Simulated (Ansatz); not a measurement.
# C2H5BeF (SMILES C[CH2][Be][F]): what the fields show

Input file:

```
crystal:
  periodic: [false, false, false]
  atoms:
    - symbol: C
      position_ang: [-0.188964, -1.352553, 0.436967]
    - symbol: C
      position_ang: [0.855418, -0.249935, 0.682119]
    - symbol: Be
      position_ang: [-1.305215, -1.090591, -0.786355]
    - symbol: F
      position_ang: [-2.238969, -0.885953, -1.800002]
    - symbol: H
      position_ang: [0.327951, -2.310868, 0.227731]
    - symbol: H
      position_ang: [-0.748951, -1.545749, 1.374218]
    - symbol: H
      position_ang: [1.473940, -0.064216, -0.211495]
    - symbol: H
      position_ang: [1.546669, -0.506789, 1.502828]
    - symbol: H
      position_ang: [0.383854, 0.710268, 0.949030]
basis:
  gaussian: {orbitals: def2-TZVPD}
hamiltonian: {xc: {name: PBE0}}
output: {forces: true, orbitals: {seedname: orbitals}}
```

Command:

```sh
ansatz run input.yaml --threads 1 --pin off --max-ram 2610MiB --events-out events.jsonl --progress --plain --runs-dir runs
```

Geometry: r2SCAN-D4/def2-SVP.

Level of theory: isolated molecule in a Gaussian basis; Kohn-Sham density functional theory, functional PBE0 in Ansatz 0.2.0.

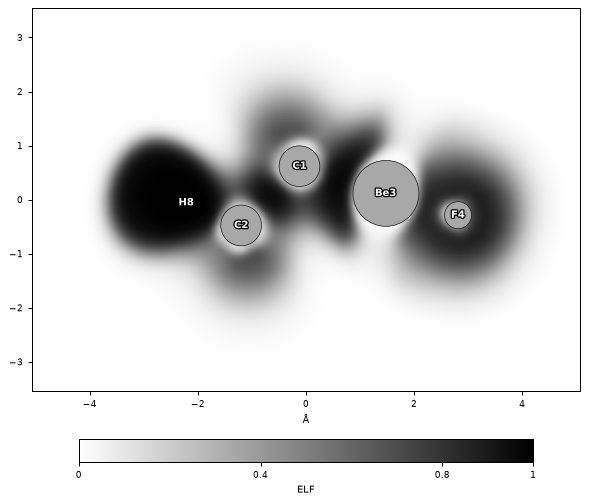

Figure 1. Electron localisation function on the plane of atoms C2, C1 and Be3. Grey discs cover the atomic cores.

Q: Describe what can be read from this map.

A:
- The plane passes through C, Be, F and H nuclei.
- Be–F (1.39 Å): the ELF peaks at about 0.85 in the valence shell of F, 0.6 Å from its nucleus, and is about 0.70 at the midpoint.
- C–C (1.54 Å): the ELF peaks at about 0.95 between the atoms (a covalent bond).
- C–Be (1.68 Å): the ELF peaks at about 0.95 between the atoms; a shared but strongly polarised pair.
- C–H (1.10 Å): the ELF climbs to about 1 towards the hydrogen, as it does in any bond to H (an ordinary covalent bond to hydrogen).
- The ELF also peaks beside F4, away from the bonds: lone-pair regions.

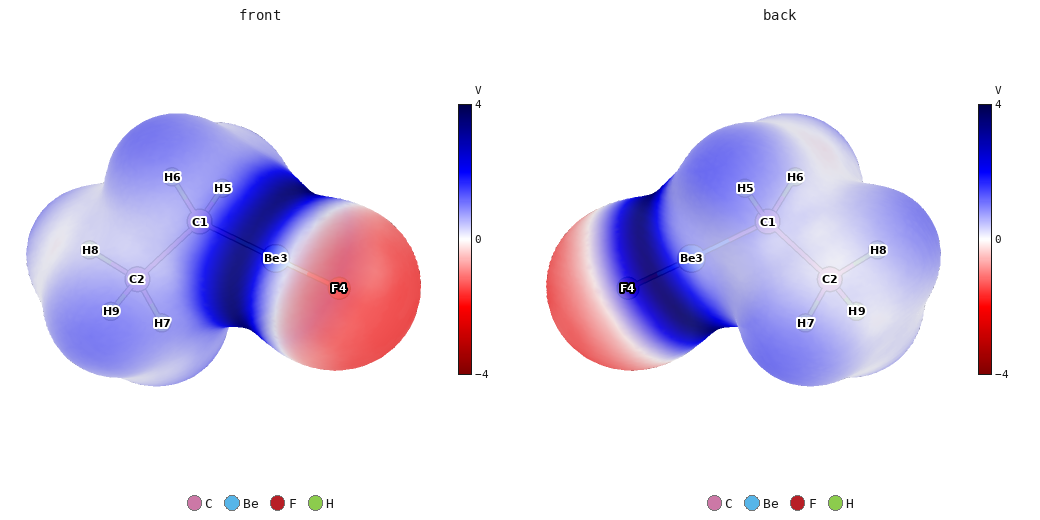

Figure 2. The molecular electrostatic potential painted on the density surface at 0.004 e/bohr³, seen from the front and from behind; red is negative and blue positive.

Q: Describe the electrostatic potential map.

A: The most negative region (about −1.4 V, or −32 kcal/mol for a unit charge) lies over F4, the most positive (about +3.6 V, or +83 kcal/mol for a unit charge) over Be3.

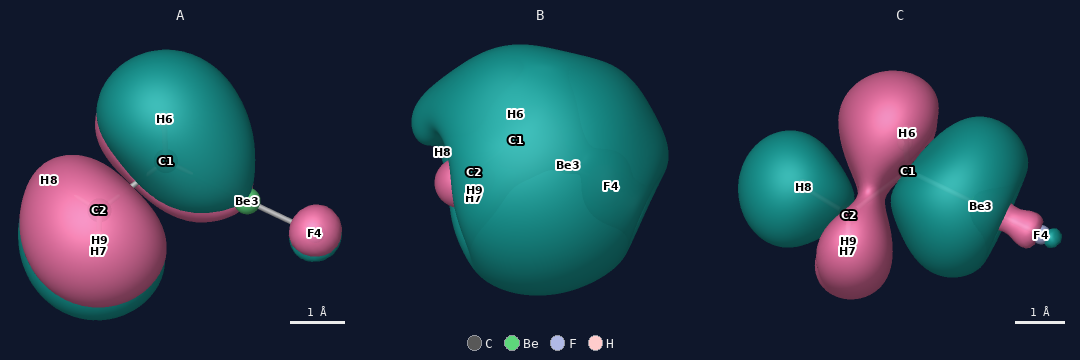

Figure 3. Three frontier orbitals at ±0.04 Å⁻³ᐟ² (teal and pink are the two phases), in no order.

Q: Order the three orbitals by energy and name them.

A: A is the HOMO−1 (−9.66 eV). It lies mainly on C1 (about 25 %), C2 (about 25 %), H6 (about 10 %), H5 (about 10 %), H7 (about 10 %) and H9 (about 10 %). C is the HOMO (−8.17 eV). Its weight (Hirshfeld) is mainly on C1 (about 45 %), Be3 (about 20 %), C2 (about 15 %) and H8 (about 10 %). B is the LUMO (−0.22 eV). It lies mainly on Be3 (about 55 %), C1 (about 10 %), H6 (about 5 %) and H5 (about 5 %).

Q: What is the HOMO–LUMO gap?

A: 7.95 eV between the orbital energies.
